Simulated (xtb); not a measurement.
Geometry relaxation, with input and output: CH8B2Si (part 2 of 2)

Continued. System: CH8B2Si, SMILES BC(B)[SiH3]. Method: GFN0-xTB (xtb 6.7.1).  The settings are looser than a standard set-up, so the numbers are not reference values.

Geometry of the input (Å):
```
B  -1.0829  1.1829  -0.1332
C  -0.5149  -0.2092  0.1690
B  0.1253  -0.2277  1.5798
Si 0.8247  -0.6306  -1.0760
H  -2.2190  1.1831  -0.6843
H  -0.4286  2.2496  -0.2180
H  -1.2757  -1.0027  0.0554
H  -0.1182  -0.9007  2.3252
H  0.9703  0.7060  1.8332
H  1.9673  0.3709  -1.0112
H  0.2664  -0.6723  -2.3968
H  1.4264  -1.8026  -0.6269
```

The program's output, continued
```
 --------------------
H5-B1-C2=120.53                H6-B1-C2=119.78                H6-B1-H5=119.66                B3-C2-B1=107.88
Si4-C2-B1=111.62               Si4-C2-B3=111.04               H7-C2-B1=111.18                H7-C2-B3=111.09
H7-C2-Si4=104.05               H8-B3-C2=120.44                H9-B3-C2=119.60                H9-B3-H8=119.95
H10-Si4-C2=108.88              H11-Si4-C2=109.03              H11-Si4-H10=110.20             H12-Si4-C2=108.77
H12-Si4-H10=110.10             H12-Si4-H11=109.83

 selected dihedral angles (degree)
 ---------------------------------
B3-C2-B1-H5=232.09            B3-C2-B1-H6= 54.00            Si4-C2-B1-H5=109.83           Si4-C2-B1-H6=291.74
H7-C2-B1-H5=354.13            H7-C2-B1-H6=176.04            H8-B3-C2-B1=128.50            H8-B3-C2-Si4=251.11
H8-B3-C2-H7=  6.40            H9-B3-C2-B1=307.37            H9-B3-C2-Si4= 69.98           H9-B3-C2-H7=185.27
H10-Si4-C2-B1= 60.07          H10-Si4-C2-B3=299.64          H10-Si4-C2-H7=180.06          H11-Si4-C2-B1=299.80
H11-Si4-C2-B3=179.38          H11-Si4-C2-H7= 59.80          H12-Si4-C2-B1=180.05          H12-Si4-C2-B3= 59.62
H12-Si4-C2-H7=300.04
           -------------------------------------------------
          |                Final Singlepoint                |
           -------------------------------------------------

          ...................................................
          :                      SETUP                      :
          :.................................................:
          :  # basis functions                  38          :
          :  # atomic orbitals                  37          :
          :  # shells                           25          :
          :  # electrons                        22          :
          :  electronic temp.          300.0000000     K    :
          :  accuracy                    1.0000000          :
          :  -> integral cutoff          0.2500000E+02      :
          :  -> integral neglect         0.1000000E-07      :
          ...................................................
  Checking positiv definite overlap ...  done.

         #    Occupation            Energy/Eh            Energy/eV
      -------------------------------------------------------------
         1        2.0000           -0.6286853             -17.1074
       ...           ...                  ...                  ...
         5        2.0000           -0.5065639             -13.7843
         6        2.0000           -0.4829344             -13.1413
         7        2.0000           -0.4750042             -12.9255
         8        2.0000           -0.4745694             -12.9137
         9        2.0000           -0.4666837             -12.6991
        10        2.0000           -0.4467093             -12.1556
        11        2.0000           -0.4422714             -12.0348 (HOMO)
        12                         -0.2651394              -7.2148 (LUMO)
        13                         -0.2488967              -6.7728
        14                         -0.2189956              -5.9592
        15                         -0.2104614              -5.7269
        16                         -0.2031798              -5.5288
       ...                                ...                  ...
        37                          0.8696184              23.6635
      -------------------------------------------------------------
                  HL-Gap            0.1771320 Eh            4.8200 eV
             Fermi-level            0.0000000 Eh            0.0000 eV

 EHT (total)                   0 d,  0 h,  0 min,  0.009 sec
 EHT setup                      ...        0 min,  0.000 sec (  1.170%)
 Coordination number            ...        0 min,  0.000 sec (  0.502%)
 EEQ model density              ...        0 min,  0.000 sec (  0.844%)
 D4 Dispersion                  ...        0 min,  0.000 sec (  2.638%)
 Integral evaluation            ...        0 min,  0.002 sec ( 20.600%)
 Cholesky factorization         ...        0 min,  0.000 sec (  0.751%)
 Zeroth order Hamiltonian       ...        0 min,  0.003 sec ( 39.517%)
 Gradient calculation           ...        0 min,  0.003 sec ( 30.661%)

         :::::::::::::::::::::::::::::::::::::::::::::::::::::
         ::                     SUMMARY                     ::
         :::::::::::::::::::::::::::::::::::::::::::::::::::::
         :: total energy             -11.070863204668 Eh    ::
         :: gradient norm              0.002252914448 Eh/a0 ::
         :: HOMO-LUMO gap              4.820007406018 eV    ::
         ::.................................................::
         :: H0 energy                -11.150645647268 Eh    ::
         :: repulsion energy           0.149833793309 Eh    ::
         :: electrostat energy        -0.042424133768 Eh    ::
         :: -> Gsolv                   0.000000000000 Eh    ::
         ::    -> Gsasa                0.000000000000 Eh    ::
         ::    -> Gshift               0.000000000000 Eh    ::
         :: dispersion energy         -0.002832061767 Eh    ::
         :: short-range corr.         -0.024795155174 Eh    ::
         :: add. restraining           0.000000000000 Eh    ::
         :: total charge              -0.000000000000 e     ::
         :::::::::::::::::::::::::::::::::::::::::::::::::::::

           -------------------------------------------------
          |                Property Printout                |
           -------------------------------------------------

    * Orbital Energies and Occupations

         #    Occupation            Energy/Eh            Energy/eV
      -------------------------------------------------------------
         1        2.0000           -0.6286853             -17.1074
         2        2.0000           -0.5782603             -15.7353
         3        2.0000           -0.5380598             -14.6414
         4        2.0000           -0.5355811             -14.5739
         5        2.0000           -0.5065639             -13.7843
         6        2.0000           -0.4829344             -13.1413
         7        2.0000           -0.4750042             -12.9255
         8        2.0000           -0.4745694             -12.9137
         9        2.0000           -0.4666837             -12.6991
        10        2.0000           -0.4467093             -12.1556
        11        2.0000           -0.4422714             -12.0348 (HOMO)
        12                         -0.2651394              -7.2148 (LUMO)
        13                         -0.2488967              -6.7728
        14                         -0.2189956              -5.9592
        15                         -0.2104614              -5.7269
        16                         -0.2031798              -5.5288
        17                         -0.1322405              -3.5984
        18                         -0.1121179              -3.0509
        19                         -0.1030749              -2.8048
        20                         -0.1009117              -2.7459
        21                         -0.1004627              -2.7337
        22                         -0.0909713              -2.4755
       ...                                ...                  ...
        37                          0.8696184              23.6635
      -------------------------------------------------------------
                  HL-Gap            0.1771320 Eh            4.8200 eV
             Fermi-level            0.0000000 Eh            0.0000 eV

     #   Z          covCN         q      C6AA      α(0)
     1   5 B        2.802    -0.128    40.561    10.380
     2   6 C        3.600    -0.236    28.848     7.847
     3   5 B        2.803    -0.128    40.576    10.382
     4  14 Si       3.677     0.488   137.875    21.714
     5   1 H        0.936     0.062     2.170     2.303
     6   1 H        0.936     0.063     2.157     2.296
     7   1 H        0.924     0.087     1.907     2.159
     8   1 H        0.937     0.062     2.169     2.303
     9   1 H        0.935     0.064     2.154     2.295
    10   1 H        0.920    -0.109     5.895     3.797
    11   1 H        0.920    -0.113     6.056     3.849
    12   1 H        0.920    -0.113     6.044     3.845

 Mol. C6AA /au·bohr⁶  :       1964.527623
 Mol. C8AA /au·bohr⁸  :      66811.776389
 Mol. α(0) /au        :         73.169651

Wiberg/Mayer (AO) data.
largest (>0.10) Wiberg bond orders for each atom

 ---------------------------------------------------------------------------
     #   Z sym  total        # sym  WBO       # sym  WBO       # sym  WBO
 ---------------------------------------------------------------------------
     1   5 B    2.871 --     2 C    0.973     5 H    0.885     6 H    0.879
     2   6 C    3.783 --     1 B    0.973     3 B    0.970     7 H    0.952
                             4 Si   0.878
     3   5 B    2.869 --     2 C    0.970     8 H    0.885     9 H    0.879
     4  14 Si   3.755 --    11 H    0.894    12 H    0.893    10 H    0.893
                             2 C    0.878
     5   1 H    0.885 --     1 B    0.885
     6   1 H    0.882 --     1 B    0.879
     7   1 H    0.995 --     2 C    0.952
     8   1 H    0.885 --     3 B    0.885
     9   1 H    0.881 --     3 B    0.879
    10   1 H    0.908 --     4 Si   0.893
    11   1 H    0.909 --     4 Si   0.894
    12   1 H    0.909 --     4 Si   0.893
 ---------------------------------------------------------------------------

Topologies differ in total number of bonds
Writing topology from bond orders to xtbtopo.mol

 dipole moment from electron density (au)
     X       Y       Z
  -0.0970  -0.1751  -0.0477  total (Debye):    0.523

           -------------------------------------------------
          |                Geometry Summary                 |
           -------------------------------------------------

      molecular mass/u    :       69.7818167
   center of mass at/Å    :        0.1336038      -0.1259375      -0.2150152
  moments of inertia/u·Å² :        0.6168944E+02   0.1176649E+03   0.1557396E+03
rotational constants/cm⁻¹ :        0.2732661E+00   0.1432681E+00   0.1082424E+00

 * 11 selected distances

     #   Z          #   Z                                           value/Å
     1   5 B        2   6 C                                       1.5561934
     2   6 C        3   5 B                                       1.5577175
     2   6 C        4  14 Si                                      1.9104459 (max)
     1   5 B        5   1 H                                       1.1778503
     1   5 B        6   1 H                                       1.1794690
     2   6 C        7   1 H                                       1.0917131 (min)
     3   5 B        8   1 H                                       1.1770114
     3   5 B        9   1 H                                       1.1811764
     4  14 Si      10   1 H                                       1.4555701
     4  14 Si      11   1 H                                       1.4549127
     4  14 Si      12   1 H                                       1.4557042

 * 5 distinct bonds (by element types)

   Z      Z             #   av. dist./Å        max./Å        min./Å
   1 H    5 B           4     1.1788768     1.1811764     1.1770114
   1 H    6 C           1     1.0917131     1.0917131     1.0917131
   5 B    6 C           2     1.5569555     1.5577175     1.5561934
   1 H   14 Si          3     1.4553957     1.4557042     1.4549127
   6 C   14 Si          1     1.9104459     1.9104459     1.9104459

optimized geometry written to: xtbopt.xyz

           -------------------------------------------------
          | TOTAL ENERGY              -11.070863204668 Eh   |
          | GRADIENT NORM               0.002252914448 Eh/α |
          | HOMO-LUMO GAP               4.820007406018 eV   |
           -------------------------------------------------

------------------------------------------------------------------------
------------------------------------------------------------------------
 total:
 *  cpu-time:     0 d,  0 h,  0 min,  0.091 sec
 * ratio c/w:     0.518 speedup
 SCF:
 *  cpu-time:     0 d,  0 h,  0 min,  0.007 sec
 * ratio c/w:     0.457 speedup
 ANC optimizer:
 *  cpu-time:     0 d,  0 h,  0 min,  0.052 sec
 * ratio c/w:     0.499 speedup
```

File xtbopt.xyz
```
12
 energy: -11.070863204668 gnorm: 0.002252914448 xtb: 6.7.1
B           -1.10340659576720        1.19580113088607       -0.19417395593312
C           -0.46484464425783       -0.18221520244872        0.14501205427968
B            0.11293081014596       -0.09914393787537        1.58922747702490
Si           0.89398168961458       -0.65673365862198       -1.11126260222138
H           -2.20966565288094        1.26062364260149       -0.59332313866349
H           -0.46443166365460        2.18092300112860       -0.08285129169199
H           -1.19686735128394       -0.98772839600468        0.06058125636172
H           -0.16395421472365       -0.91600507296867        2.39011956227329
H            0.84925892031178        0.77963932142052        1.87337234962703
H            1.93647149265047        0.35871116840524       -1.08349857079474
H            0.30541974352763       -0.73621888508311       -2.43943714951080
H            1.44615746631770       -1.95076311143935       -0.73754599075109
```

Trajectory as extended XYZ (Å, eV, eV/Å), 6 frames, from step=0 to step=5
```
12
Properties=species:S:1:pos:R:3 step=0 energy=-300.58228
B    -1.0829    1.1829   -0.1332
C    -0.5149   -0.2092    0.1690
B     0.1253   -0.2277    1.5798
Si    0.8247   -0.6306   -1.0760
H    -2.2190    1.1831   -0.6843
H    -0.4286    2.2496   -0.2180
H    -1.2757   -1.0027    0.0554
H    -0.1182   -0.9007    2.3252
H     0.9703    0.7060    1.8332
H     1.9673    0.3709   -1.0112
H     0.2664   -0.6723   -2.3968
H     1.4264   -1.8026   -0.6269
12
Properties=species:S:1:pos:R:3 step=1 energy=-301.11556
B    -1.0957    1.1812   -0.2190
C    -0.4963   -0.1925    0.1586
B     0.1075   -0.1667    1.5927
Si    0.8614   -0.6361   -1.0815
H    -2.2395    1.2288   -0.6561
H    -0.4488    2.2151   -0.1692
H    -1.2479   -0.9851    0.0597
H    -0.1274   -0.9400    2.3853
H     0.9698    0.6984    1.8204
H     1.9371    0.3895   -1.0286
H     0.2843   -0.6801   -2.4034
H     1.4364   -1.8657   -0.6428
12
Properties=species:S:1:pos:R:3 step=2 energy=-301.22020
B    -1.1315    1.2024   -0.1781
C    -0.4873   -0.1712    0.1635
B     0.1356   -0.1374    1.5882
Si    0.8796   -0.6304   -1.0861
H    -2.1919    1.2444   -0.6682
H    -0.4662    2.1670   -0.1793
H    -1.2289   -0.9664    0.0735
H    -0.1173   -0.9582    2.3979
H     0.9058    0.7192    1.8537
H     1.9193    0.3838   -1.0479
H     0.2928   -0.6877   -2.4123
H     1.4310   -1.9185   -0.6886
12
Properties=species:S:1:pos:R:3 step=3 energy=-301.24443
B    -1.1069    1.1944   -0.2327
C    -0.4779   -0.1784    0.1515
B     0.1268   -0.1095    1.5854
Si    0.8914   -0.6461   -1.0971
H    -2.2179    1.2588   -0.6120
H    -0.4711    2.1846   -0.1073
H    -1.2152   -0.9786    0.0686
H    -0.1339   -0.9321    2.3904
H     0.8774    0.7443    1.8663
H     1.9246    0.3701   -1.0590
H     0.3054   -0.7176   -2.4257
H     1.4384   -1.9430   -0.7123
12
Properties=species:S:1:pos:R:3 step=4 energy=-301.25121
B    -1.1071    1.1958   -0.2095
C    -0.4739   -0.1796    0.1500
B     0.1161   -0.1043    1.5898
Si    0.8906   -0.6498   -1.1027
H    -2.2126    1.2577   -0.6091
H    -0.4668    2.1823   -0.1023
H    -1.2087   -0.9826    0.0660
H    -0.1462   -0.9288    2.3892
H     0.8725    0.7574    1.8671
H     1.9294    0.3675   -1.0679
H     0.3058   -0.7257   -2.4317
H     1.4421   -1.9430   -0.7225
12
Properties=species:S:1:pos:R:3 step=5 energy=-301.25353
B    -1.1034    1.1958   -0.1942
C    -0.4648   -0.1822    0.1450
B     0.1129   -0.0991    1.5892
Si    0.8940   -0.6567   -1.1113
H    -2.2097    1.2606   -0.5933
H    -0.4644    2.1809   -0.0828
H    -1.1969   -0.9877    0.0606
H    -0.1640   -0.9160    2.3901
H     0.8493    0.7796    1.8734
H     1.9365    0.3587   -1.0835
H     0.3054   -0.7362   -2.4394
H     1.4462   -1.9508   -0.7376
```

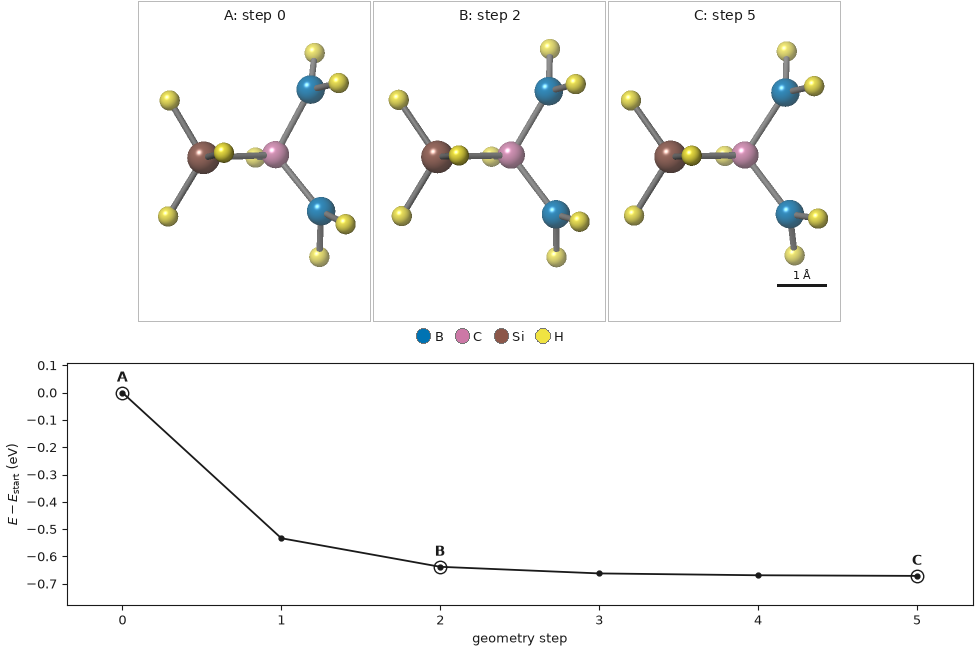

Figure 1. Frames of the relaxation (ball-and-stick view, seen at a tilt) above the curves, on which the letters mark them (steps are counted from 0).

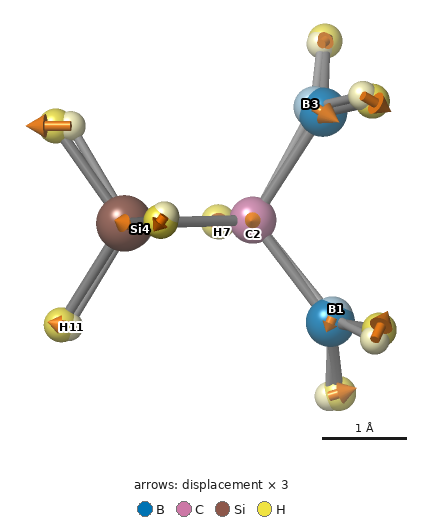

Figure 2. Start (faint) and end (solid) with the displacements as orange arrows, magnified 3 times (ball-and-stick view, seen at a tilt). The two geometries are laid on each other by the best rigid fit. After 5 geometry steps the energy has fallen by 0.671 eV. The atom that moves furthest after the best rigid fit is H12 (0.19 Å). Largest moves by element: H 0.19 Å, B 0.13 Å, Si 0.08 Å, C 0.06 Å. Among the contacts that change: B3–H8 1.033 → 1.177 Å, B3–H9 1.285 → 1.181 Å, B1–H5 1.263 → 1.178 Å, B1–H6 1.254 → 1.179 Å. Among the angles that change: H10–Si4–H12 102.5° → 110.1°, C2–B1–H6 126.3° → 119.8°, H11–Si4–H12 116.2° → 109.8°. (Atoms are counted from 1 in the order of the input.)

Key numbers

```csv
quantity,value
outcome,converged
electrons treated,22
total energy,−11.070863 hartree
dispersion energy,−0.002832 hartree
basis functions,38
HOMO,−12.03 eV
LUMO,−7.21 eV
dipole moment,0.52 D
peak memory,0.07 GiB
```

Notes

Settings chosen away from the usual ones: method = gfn0-xtb; task = optimise; opt_level = sloppy; x = {}; partner = base. These settings are looser than, or depart from, a standard set-up, so the numbers are not reference values for this system.
